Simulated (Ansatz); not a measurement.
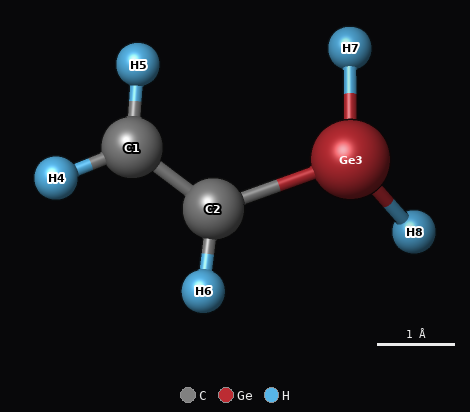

**Figure 1.** The structure as given in the input (ball-and-stick view, seen at a tilt; atoms are numbered from 1 in the order of the input). Sticks mark near contacts. Bond lengths as drawn: C–C 1.33 Å, C–Ge 1.92 Å, C–H 1.09 Å and Ge–H 1.54 Å.

**C$_{2}$H$_{5}$Ge: molecular dynamics (part 1 of 3)**

System: C$_{2}$H$_{5}$Ge, multiplicity 2, SMILES C=[CH][GeH2].
Method: UKS revPBE-d3bjatm/6-31G* (Ansatz 0.2.0).

The geometry comes from this level: PBE0-D4/def2-TZVP. Figures and captions count atoms from 1; the log counts them from 0 in places.

## Output
```
Functional definition: revPBE
  name "revPBE"
  cite "Zhang & Yang, Phys. Rev. Lett. 80, 890 (1998) doi:10.1103/PhysRevLett.80.890"
  cite "Perdew, Burke & Ernzerhof, Phys. Rev. Lett. 77, 3865 (1996) doi:10.1103/PhysRevLett.77.3865"
  parameter kappa = 1.245
  parameter beta = 0.06672455060314922
  exchange = pbe_x(kappa = kappa, mu = beta*pi^2/3)
  correlation = pbe_c(beta = beta)
913 factors; their error is unknown
mean field evaluation 1: about -58650.2511 eV, gradient 4.1e1 eV
mean field evaluation 2: about -58604.1337 eV, gradient 8.9e1 eV
mean field evaluation 4: about -58658.7443 eV, gradient 7.3e0 eV
mean field evaluation 8: about -58659.1584 eV, gradient 5.5e-2 eV
mean field evaluation 16: about -58659.1177 eV, gradient 1.6e-4 eV
mean field -58659.11771821 eV, -2155.6828155662 hartree, gradient 4.1e-5 eV, S^2 0.755215; 0 other end points of the search recorded, 0 dependent functions left out
the calculation of the forces begins
reference -58659.11776161 eV, -2155.6828171612 hartree; 25, 24 occupied and 50, 51 virtual orbitals, 913 factors
md step     0: t =     0.00 fs  T =  1000.0 K  F+E_penalty+E_count = -58659.47705828 eV  E_kin = 0.775560 eV  conserved = -58658.70149829 eV  (32 SCF iters)
these checks for a lower state are left out or cut short: starts, cluster_reference, orbital_swaps, neighbouring_geometries, increment
913 factors; their error is unknown
mean field -58659.02286440 eV, -2155.6793297531 hartree, gradient 1.7e-5 eV, S^2 0.755448; 0 other end points of the search recorded, 0 dependent functions left out
the calculation of the forces begins
reference -58659.02290789 eV, -2155.6793313512 hartree; 25, 24 occupied and 50, 51 virtual orbitals, 913 factors
md step     1: t =     1.00 fs  T =   887.3 K  F+E_penalty+E_count = -58659.38279533 eV  E_kin = 0.688129 eV  conserved = -58658.69466797 eV  (34 SCF iters, 3 dispersion substeps)
[... from here on the SCF iterations and repeated set-up lines of each step are left out, up to the last step ...]
md step     2: t =     2.00 fs  T =   700.6 K  F+E_penalty+E_count = -58659.22503709 eV  E_kin = 0.543369 eV  conserved = -58658.68168625 eV  (34 SCF iters, 3 dispersion substeps)
md step     3: t =     3.00 fs  T =   639.8 K  F+E_penalty+E_count = -58659.18107041 eV  E_kin = 0.496202 eV  conserved = -58658.68492964 eV  (34 SCF iters, 3 dispersion substeps)
md step     4: t =     4.00 fs  T =   672.7 K  F+E_penalty+E_count = -58659.21503030 eV  E_kin = 0.521717 eV  conserved = -58658.69345263 eV  (34 SCF iters, 3 dispersion substeps)
md step     5: t =     5.00 fs  T =   652.6 K  F+E_penalty+E_count = -58659.20025994 eV  E_kin = 0.506112 eV  conserved = -58658.69440040 eV  (34 SCF iters, 3 dispersion substeps)
md step     6: t =     6.00 fs  T =   537.8 K  F+E_penalty+E_count = -58659.10816568 eV  E_kin = 0.417127 eV  conserved = -58658.69142598 eV  (34 SCF iters, 3 dispersion substeps)
md step     7: t =     7.00 fs  T =   380.2 K  F+E_penalty+E_count = -58658.98119581 eV  E_kin = 0.294891 eV  conserved = -58658.68682809 eV  (35 SCF iters, 3 dispersion substeps)
md step     8: t =     8.00 fs  T =   269.9 K  F+E_penalty+E_count = -58658.89135801 eV  E_kin = 0.209310 eV  conserved = -58658.68269735 eV  (36 SCF iters, 3 dispersion substeps)
md step     9: t =     9.00 fs  T =   276.4 K  F+E_penalty+E_count = -58658.89799784 eV  E_kin = 0.214373 eV  conserved = -58658.68441274 eV  (36 SCF iters, 3 dispersion substeps)
md step    10: t =    10.00 fs  T =   363.5 K  F+E_penalty+E_count = -58658.97301591 eV  E_kin = 0.281949 eV  conserved = -58658.69205349 eV  (37 SCF iters, 3 dispersion substeps)
md step    11: t =    11.00 fs  T =   404.2 K  F+E_penalty+E_count = -58659.00815091 eV  E_kin = 0.313450 eV  conserved = -58658.69596398 eV  (37 SCF iters, 3 dispersion substeps)
md step    12: t =    12.00 fs  T =   352.6 K  F+E_penalty+E_count = -58658.95925368 eV  E_kin = 0.273432 eV  conserved = -58658.68739149 eV  (37 SCF iters, 3 dispersion substeps)
md step    13: t =    13.00 fs  T =   354.9 K  F+E_penalty+E_count = -58658.95327199 eV  E_kin = 0.275278 eV  conserved = -58658.67988688 eV  (36 SCF iters, 3 dispersion substeps)
md step    14: t =    14.00 fs  T =   518.7 K  F+E_penalty+E_count = -58659.08906262 eV  E_kin = 0.402262 eV  conserved = -58658.68913696 eV  (36 SCF iters, 3 dispersion substeps)
md step    15: t =    15.00 fs  T =   709.3 K  F+E_penalty+E_count = -58659.24381569 eV  E_kin = 0.550127 eV  conserved = -58658.69669423 eV  (36 SCF iters, 3 dispersion substeps)
md step    16: t =    16.00 fs  T =   779.0 K  F+E_penalty+E_count = -58659.29606661 eV  E_kin = 0.604182 eV  conserved = -58658.69573630 eV  (34 SCF iters, 3 dispersion substeps)
md step    17: t =    17.00 fs  T =   722.9 K  F+E_penalty+E_count = -58659.24775479 eV  E_kin = 0.560622 eV  conserved = -58658.69186595 eV  (33 SCF iters, 3 dispersion substeps)
md step    18: t =    18.00 fs  T =   617.8 K  F+E_penalty+E_count = -58659.16013444 eV  E_kin = 0.479131 eV  conserved = -58658.68655379 eV  (31 SCF iters, 3 dispersion substeps)
md step    19: t =    19.00 fs  T =   567.1 K  F+E_penalty+E_count = -58659.11668475 eV  E_kin = 0.439855 eV  conserved = -58658.68313911 eV  (35 SCF iters, 3 dispersion substeps)
md step    20: t =    20.00 fs  T =   624.2 K  F+E_penalty+E_count = -58659.16458962 eV  E_kin = 0.484096 eV  conserved = -58658.68760685 eV  (34 SCF iters, 3 dispersion substeps)
md step    21: t =    21.00 fs  T =   706.6 K  F+E_penalty+E_count = -58659.23679628 eV  E_kin = 0.548027 eV  conserved = -58658.69682006 eV  (33 SCF iters, 3 dispersion substeps)
md step    22: t =    22.00 fs  T =   668.2 K  F+E_penalty+E_count = -58659.20680151 eV  E_kin = 0.518218 eV  conserved = -58658.69763757 eV  (34 SCF iters, 3 dispersion substeps)
md step    23: t =    23.00 fs  T =   518.9 K  F+E_penalty+E_count = -58659.07774304 eV  E_kin = 0.402461 eV  conserved = -58658.68523505 eV  (34 SCF iters, 3 dispersion substeps)
md step    24: t =    24.00 fs  T =   447.8 K  F+E_penalty+E_count = -58659.01982609 eV  E_kin = 0.347315 eV  conserved = -58658.68323363 eV  (34 SCF iters, 3 dispersion substeps)
md step    25: t =    25.00 fs  T =   489.2 K  F+E_penalty+E_count = -58659.06139778 eV  E_kin = 0.379434 eV  conserved = -58658.69347337 eV  (35 SCF iters, 3 dispersion substeps)
md step    26: t =    26.00 fs  T =   486.9 K  F+E_penalty+E_count = -58659.06003438 eV  E_kin = 0.377617 eV  conserved = -58658.69478831 eV  (35 SCF iters, 3 dispersion substeps)
md step    27: t =    27.00 fs  T =   386.4 K  F+E_penalty+E_count = -58658.97657441 eV  E_kin = 0.299661 eV  conserved = -58658.69009101 eV  (33 SCF iters, 3 dispersion substeps)
md step    28: t =    28.00 fs  T =   259.4 K  F+E_penalty+E_count = -58658.87277968 eV  E_kin = 0.201163 eV  conserved = -58658.68542206 eV  (33 SCF iters, 3 dispersion substeps)
md step    29: t =    29.00 fs  T =   200.7 K  F+E_penalty+E_count = -58658.82321746 eV  E_kin = 0.155679 eV  conserved = -58658.68181983 eV  (33 SCF iters, 3 dispersion substeps)
md step    30: t =    30.00 fs  T =   277.5 K  F+E_penalty+E_count = -58658.88311361 eV  E_kin = 0.215238 eV  conserved = -58658.68268306 eV  (35 SCF iters, 3 dispersion substeps)
md step    31: t =    31.00 fs  T =   464.4 K  F+E_penalty+E_count = -58659.03518257 eV  E_kin = 0.360136 eV  conserved = -58658.69071397 eV  (33 SCF iters, 3 dispersion substeps)
md step    32: t =    32.00 fs  T =   617.8 K  F+E_penalty+E_count = -58659.16106744 eV  E_kin = 0.479179 eV  conserved = -58658.69885773 eV  (34 SCF iters, 3 dispersion substeps)
md step    33: t =    33.00 fs  T =   611.6 K  F+E_penalty+E_count = -58659.15124154 eV  E_kin = 0.474359 eV  conserved = -58658.69537137 eV  (35 SCF iters, 3 dispersion substeps)
md step    34: t =    34.00 fs  T =   522.1 K  F+E_penalty+E_count = -58659.06848325 eV  E_kin = 0.404950 eV  conserved = -58658.68346226 eV  (35 SCF iters, 3 dispersion substeps)
md step    35: t =    35.00 fs  T =   530.2 K  F+E_penalty+E_count = -58659.07591921 eV  E_kin = 0.411177 eV  conserved = -58658.68605040 eV  (35 SCF iters, 3 dispersion substeps)
md step    36: t =    36.00 fs  T =   613.7 K  F+E_penalty+E_count = -58659.14702666 eV  E_kin = 0.475946 eV  conserved = -58658.69393492 eV  (35 SCF iters, 3 dispersion substeps)
md step    37: t =    37.00 fs  T =   643.1 K  F+E_penalty+E_count = -58659.16681798 eV  E_kin = 0.498724 eV  conserved = -58658.69268974 eV  (33 SCF iters, 3 dispersion substeps)
md step    38: t =    38.00 fs  T =   606.2 K  F+E_penalty+E_count = -58659.13334976 eV  E_kin = 0.470168 eV  conserved = -58658.68954930 eV  (34 SCF iters, 3 dispersion substeps)
md step    39: t =    39.00 fs  T =   552.4 K  F+E_penalty+E_count = -58659.08819596 eV  E_kin = 0.428386 eV  conserved = -58658.68786062 eV  (33 SCF iters, 3 dispersion substeps)
md step    40: t =    40.00 fs  T =   521.8 K  F+E_penalty+E_count = -58659.06100776 eV  E_kin = 0.404685 eV  conserved = -58658.68597682 eV  (35 SCF iters, 3 dispersion substeps)
md step    41: t =    41.00 fs  T =   545.1 K  F+E_penalty+E_count = -58659.07821490 eV  E_kin = 0.422750 eV  conserved = -58658.68675614 eV  (35 SCF iters, 3 dispersion substeps)
md step    42: t =    42.00 fs  T =   595.6 K  F+E_penalty+E_count = -58659.12192688 eV  E_kin = 0.461894 eV  conserved = -58658.69312091 eV  (35 SCF iters, 3 dispersion substeps)
md step    43: t =    43.00 fs  T =   564.7 K  F+E_penalty+E_count = -58659.10062724 eV  E_kin = 0.437960 eV  conserved = -58658.69762635 eV  (34 SCF iters, 3 dispersion substeps)
md step    44: t =    44.00 fs  T =   401.2 K  F+E_penalty+E_count = -58658.96363547 eV  E_kin = 0.311182 eV  conserved = -58658.68900678 eV  (34 SCF iters, 3 dispersion substeps)
md step    45: t =    45.00 fs  T =   266.0 K  F+E_penalty+E_count = -58658.84598906 eV  E_kin = 0.206278 eV  conserved = -58658.67740053 eV  (35 SCF iters, 3 dispersion substeps)
md step    46: t =    46.00 fs  T =   329.9 K  F+E_penalty+E_count = -58658.90271337 eV  E_kin = 0.255891 eV  conserved = -58658.68556531 eV  (35 SCF iters, 3 dispersion substeps)
md step    47: t =    47.00 fs  T =   482.7 K  F+E_penalty+E_count = -58659.02885811 eV  E_kin = 0.374388 eV  conserved = -58658.69469672 eV  (35 SCF iters, 3 dispersion substeps)
md step    48: t =    48.00 fs  T =   555.9 K  F+E_penalty+E_count = -58659.08194451 eV  E_kin = 0.431130 eV  conserved = -58658.69298505 eV  (35 SCF iters, 3 dispersion substeps)
md step    49: t =    49.00 fs  T =   545.9 K  F+E_penalty+E_count = -58659.06799735 eV  E_kin = 0.423405 eV  conserved = -58658.68887028 eV  (36 SCF iters, 3 dispersion substeps)
these checks for a lower state are left out or cut short: starts, cluster_reference, orbital_swaps, neighbouring_geometries, increment
913 factors; their error is unknown
mean field -58658.69417888 eV, -2155.6672507829 hartree, gradient 2.1e-5 eV, S^2 0.752931; 0 other end points of the search recorded, 0 dependent functions left out
the calculation of the forces begins
reference -58658.69422231 eV, -2155.6672523789 hartree; 25, 24 occupied and 50, 51 virtual orbitals, 913 factors
913 factors; their error is unknown
mean field evaluation 416: about -58658.7392 eV, gradient 4.3e-1 eV
mean field -58658.69417888 eV, -2155.6672507829 hartree, gradient 2.4e-5 eV, S^2 0.752931; 1 other end points of the search recorded, 0 dependent functions left out
the calculation of the forces begins
reference -58658.69422231 eV, -2155.6672523788 hartree; 25, 24 occupied and 50, 51 virtual orbitals, 913 factors
md step    50: t =    50.00 fs  T =   522.8 K  F+E_penalty+E_count = -58659.04558125 eV  E_kin = 0.405447 eV  conserved = -58658.68650167 eV  (34 SCF iters, 3 dispersion substeps)
```

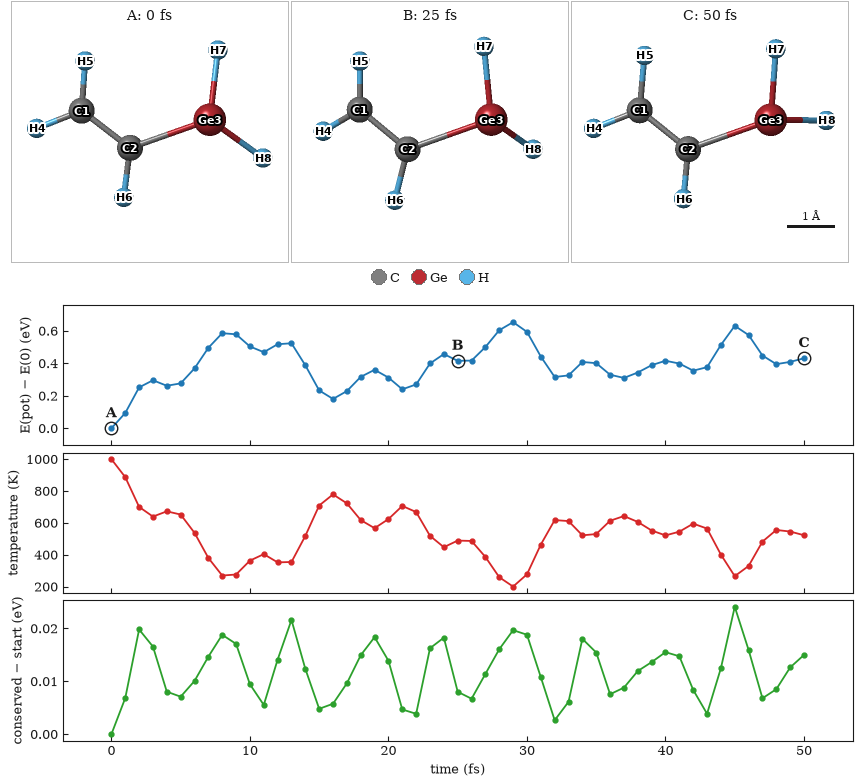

**Figure 2.** Frames of the molecular dynamics (ball-and-stick, seen on its broad side) above the curves, on which the letters mark them. The trajectory kept here has 51 frames over 50 fs. The temperature starts at 1000 K, ranges from 201 to 1000 K and averages 484 K over the second half. The potential energy ends 0.431 eV above its first value. The conserved quantity stays within 0.024 eV. After an unweighted best fit of the last frame on the first, the root-mean-square displacement is 0.31 Å, and H8 has moved furthest (0.54 Å).

```
Total energy: -58659.04562468 eV, -2155.6801661776 hartree
Atom 0 at    -0.614608     1.083681    -0.676513 Å, force     3.119774    -0.223229     0.539007 eV/Å
Atom 1 at    -0.593106     0.132506     0.314793 Å, force     0.867028     0.319706    -1.455657 eV/Å
Atom 2 at     0.999837    -0.952110     0.746211 Å, force     0.389747    -0.634429    -0.391813 eV/Å
Atom 3 at    -1.426148     1.784832    -0.730055 Å, force    -0.750024     0.405936    -0.461252 eV/Å
Atom 4 at     0.398115     1.377551    -1.263938 Å, force    -2.374758    -0.761891     1.120447 eV/Å
Atom 5 at    -1.456827    -0.073071     0.927104 Å, force    -0.621015     0.035066     0.273361 eV/Å
Atom 6 at     2.328907    -0.517830     0.031097 Å, force    -0.098650     0.503171     0.028173 eV/Å
Atom 7 at     1.073800    -2.485591     0.260305 Å, force    -0.532102     0.355671     0.347733 eV/Å
Dipole moment:    -0.177999     0.175206    -0.020247 e Å
```

## Trajectory as extended XYZ (Å, eV, eV/Å), 51 frames, from step=0 to step=50
```
8
Properties=species:S:1:pos:R:3:forces:R:3 step=0 time_fs=0.0 energy=-58659.47706 temperature=1000.0
C    -0.5624    1.1041   -0.5717    0.0298   0.6231  -0.4685
C    -0.5755    0.0459    0.2407    0.0222  -0.6838   0.4504
Ge    0.9978   -0.9362    0.7368    0.1010   0.1026   0.3231
H    -1.4669    1.6608   -0.8002   -0.3155   0.2239  -0.1158
H     0.3489    1.4532   -1.0488    0.2954   0.1526  -0.1752
H    -1.5145   -0.2508    0.7024   -0.3054  -0.1258   0.1901
H     2.1462   -0.6976   -0.2640    0.2262   0.0308  -0.2247
H     0.7184   -2.4365    0.9489   -0.0538  -0.3235   0.0208
8
Properties=species:S:1:pos:R:3:forces:R:3 step=1 time_fs=1.0 energy=-58659.38279 temperature=887.3
C    -0.5655    1.1029   -0.5818   -1.8182   0.1035   0.5770
C    -0.5629    0.0475    0.2464   -1.1639  -0.6154   0.5332
Ge    0.9967   -0.9364    0.7380    0.4779   0.6174   0.1255
H    -1.4696    1.6940   -0.8087    0.0959  -0.2196   0.0235
H     0.3201    1.4418   -1.0049    1.9259   0.8089  -1.0600
H    -1.5265   -0.2745    0.7135    0.5052   0.1817  -0.1990
H     2.1373   -0.7146   -0.2819    0.2097   0.1041  -0.1589
H     0.7410   -2.4100    0.8845   -0.2327  -0.9805   0.1587
8
Properties=species:S:1:pos:R:3:forces:R:3 step=2 time_fs=2.0 energy=-58659.22504 temperature=700.6
C    -0.5701    1.1017   -0.5915   -2.9132  -0.2504   1.2634
C    -0.5514    0.0487    0.2524   -2.0701  -0.4547   0.4484
Ge    0.9956   -0.9365    0.7393    0.8480   0.9949  -0.0321
H    -1.4714    1.7252   -0.8170    0.4074  -0.5962   0.1229
H     0.3098    1.4381   -0.9711    2.9002   1.2201  -1.5238
H    -1.5336   -0.2965    0.7226    1.0377   0.4113  -0.4471
H     2.1305   -0.7306   -0.3012    0.1661   0.1758  -0.0676
H     0.7614   -2.3929    0.8216   -0.3760  -1.5008   0.2358
8
Properties=species:S:1:pos:R:3:forces:R:3 step=3 time_fs=3.0 energy=-58659.18107 temperature=639.8
C    -0.5770    1.1003   -0.6001   -2.2323  -0.1160   1.2834
C    -0.5414    0.0495    0.2589   -2.6291  -0.2083   0.2111
Ge    0.9946   -0.9364    0.7405    1.1652   1.0482  -0.1512
H    -1.4693    1.7506   -0.8241    0.5279  -0.8295   0.1665
H     0.3272    1.4461   -0.9520    2.2779   1.0172  -1.2731
H    -1.5308   -0.3145    0.7275    1.2392   0.5332  -0.5357
H     2.1253   -0.7450   -0.3213    0.1062   0.2427   0.0392
H     0.7782   -2.3902    0.7610   -0.4551  -1.6875   0.2598
8
Properties=species:S:1:pos:R:3:forces:R:3 step=4 time_fs=4.0 energy=-58659.21503 temperature=672.7
C    -0.5857    1.0988   -0.6077   -0.3373   0.2762   1.0028
C    -0.5336    0.0501    0.2655   -2.8300   0.1225  -0.1571
Ge    0.9938   -0.9362    0.7417    1.4078   0.7094  -0.2646
H    -1.4622    1.7682   -0.8296    0.4431  -0.8907   0.1547
H     0.3663    1.4639   -0.9450    0.6233   0.4036  -0.6810
H    -1.5162   -0.3274    0.7273    1.1179   0.5414  -0.4756
H     2.1211   -0.7570   -0.3409    0.0417   0.3011   0.1506
H     0.7906   -2.4036    0.7029   -0.4664  -1.4634   0.2702
```
